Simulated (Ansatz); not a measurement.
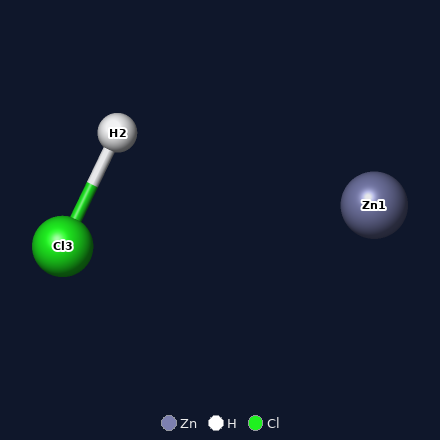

The system is Zn + HCl; the picture shows the reference structure. The first coordinate is: distance Zn1–H2; the second: distance H2–Cl3. Nothing is relaxed (the angle Zn1–H2–Cl3 is fixed at 100 degrees). The scan uses a 13 × 13 grid. All energies are given in kJ/mol relative to the lowest grid point. The reference is spin-restricted, so regions where a bond is pulled apart into radicals lie too high. Method: RKS CAM-B3LYP-D4/def2-TZVPD in Ansatz 0.2.0.

Its coordinates:

```yaml
atoms:
  - { symbol: Zn, position_ang: [-2.8240, 0.0000, 0.0000] }
  - { symbol: H, position_ang: [0.0000, 0.0000, 0.0000] }
  - { symbol: Cl, position_ang: [0.2306, 1.3078, 0.0000] }
```

Range: distance Zn1–H2 from 1.224 to 2.824 Å; distance H2–Cl3 from 1.064 to 2.664 Å.

Question: What will the energy surface look like?

Answer: The lowest grid point is at distance Zn1–H2 = 2.824 Å, distance H2–Cl3 = 1.328 Å. It lies in a valley that leaves the map towards separated partners. The highest grid point, distance Zn1–H2 = 1.224 Å, distance H2–Cl3 = 1.064 Å, lies 858 kJ/mol above the lowest.

```csv
"distance H2–Cl3 ↓, distance Zn1–H2 →",1.224,1.287,1.380,1.488,1.608,1.737,1.874,2.018,2.168,2.325,2.486,2.653,2.824
2.664,355,316,283,269,271,286,309,335,362,386,408,427,442
2.493,334,296,262,248,250,263,284,308,333,355,375,391,405
2.326,315,277,243,227,228,239,258,279,300,320,336,350,362
2.165,301,262,226,208,206,215,229,247,264,280,293,304,312
2.008,294,252,214,193,186,191,199,211,224,235,244,251,256
1.858,297,252,209,182,169,167,169,174,180,186,190,194,196
1.714,313,263,213,178,156,145,139,136,135,135,135,135,135
1.577,346,289,228,182,149,127,112,100,92,86,81,78,76
1.448,399,332,258,198,152,117,91,70,56,45,37,31,28
1.328,478,397,307,230,170,123,87,58,38,23,12,5,0
1.220,586,490,381,288,212,154,109,75,49,31,19,10,4
1.127,725,614,485,376,287,218,166,127,98,77,63,54,47
1.064,858,733,590,468,370,294,237,195,163,141,126,116,109
```

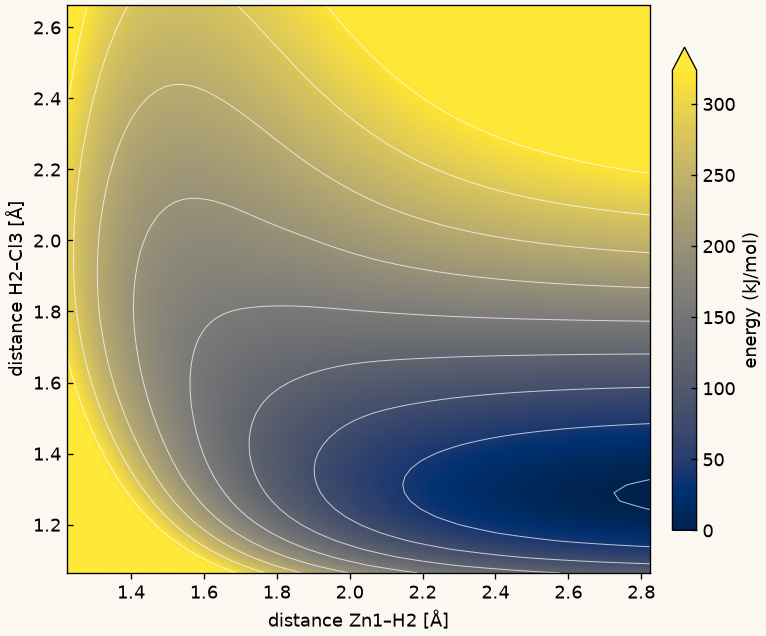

Drawn: a smooth colour map with a few white contour lines, one colour for all values above the top of the scale. Between grid points the surface is interpolated.

Time for the 169 points that were run: 12 min on 1 thread of Arm Neoverse V1, with other jobs on the host.
